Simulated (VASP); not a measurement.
```
CELL_PARAMETERS angstrom
      3.47178     0.00000     0.00000
     -1.73589     3.00665     0.00000
      0.00000     0.00000     6.98634
ATOMIC_POSITIONS crystal
  Pd 0.33333 0.66667 0.02017
  Pd 0.66667 0.33333 0.52017
  S  0.33333 0.66667 0.35483
  S  0.66667 0.33333 0.85483
```

Computed with PBEsol GGA, VASP's PBE PAW potentials (set 64) (plane waves; VASP). Numerical set-up: 400 eV cut-off, 11×11×5 Γ-centred mesh, tetrahedra with Blöchl corrections, potentials Pd S.

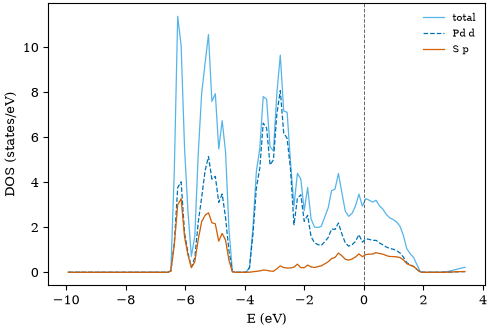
Total and projected density of states, zero at the Fermi level

Within 2 eV below the Fermi level the largest weight inside VASP's projection spheres is Pd d, then S p.

It has no gap at this level: it comes out as a metal or semimetal.

The structure was generated: PdS was put into the wurtzite type (P6_3mc), which need not be its known phase. It was relaxed first, which changed the volume by -18 %.
